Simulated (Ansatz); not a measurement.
## CH3Al (SMILES C[Al]): methods side by side

CH3Al: 5 atoms, total charge 0, spin state singlet. As SMILES, `C[Al]`. The shape was relaxed beforehand at wB97X-V/def2-SVP.

```xyz
5

C    -0.1279   -0.0561    0.0527
Al    1.5812    0.6929   -0.6507
H    -0.2328   -1.1359   -0.1729
H    -0.2070    0.0501    1.1528
H    -1.0134    0.4489   -0.3819
```

Quantity: the dissociation energy of the Al2–C1 bond into doublet Al and doublet CH3 (shapes relaxed at wB97X-V/def2-SVP, no zero-point term), in eV. The values are calculated.

```
               level                    kind  program  value (eV)  less CCSD(T)/def2-TZVPP
       HF/def2-TZVPP            Hartree–Fock   Ansatz        1.90                    -1.16
    SVWN5/def2-TZVPP                     LDA   Ansatz        3.71                    +0.65
      PBE/def2-TZVPP                     GGA   Ansatz        3.10                    +0.04
   r2SCAN/def2-TZVPP                meta-GGA   Ansatz        2.92                    -0.14
    B3LYP/def2-TZVPP           global hybrid   Ansatz        2.96                    -0.10
  PBE0-D4/def2-TZVPP           global hybrid   Ansatz        3.06                     0.00
CAM-B3LYP/def2-TZVPP  range-separated hybrid   Ansatz        3.01                    -0.05
      MP2/def2-TZVPP     perturbation theory   Ansatz        3.16                    +0.10
  CCSD(T)/def2-TZVPP   coupled cluster or CI   Ansatz        3.06                     0.00
```

Differences are taken from CCSD(T)/def2-TZVPP for orientation; it has basis-set and higher-order errors of its own. The values span 1.90 to 3.71 eV. Hartree–Fock misses the correlation of the electron pair that is broken and comes out low. Measured bond enthalpies also hold zero-point and thermal terms, a few tenths of an eV less.

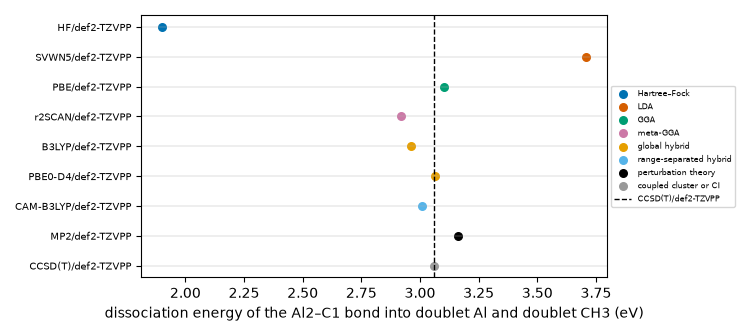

The values of the table, level by level.
